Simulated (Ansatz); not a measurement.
Computed with PBE (plane waves to 420 eV, PAW; Ansatz, a quantum-chemistry and plane-wave program).

Host crystal: anatase TiO2, with a band gap (PBE, scalar-relativistic without spin-orbit coupling).

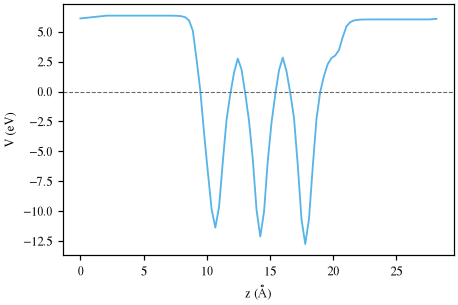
*Plane-averaged electrostatic potential energy along the normal, in eV from the highest filled level, for S on the 1x1 (101) surface of anatase TiO2 (cut with top plane O), one in a 2x1 cell, started at the site 'over Ti at depth 1.4 Å'*

Set-up: 37 atoms, 9.4 Å thick at the start under the adsorbate (thin: gaps and levels are the slab's own); mesh 3x4x1; 0.01 eV smearing; dipole correction on; 14 atoms held, the rest relaxed; no symmetry held; spin-polarised, no spin-orbit, no U, no dispersion correction. The starting moment vanished. At the end it is bonded to O + Ti. In PBE it is, or lies within 0.03 eV of, the lowest of the starts that converged.

The vacuum level lies 6.03 eV above the highest filled level over the top face and 6.35 eV above it under the bottom face.
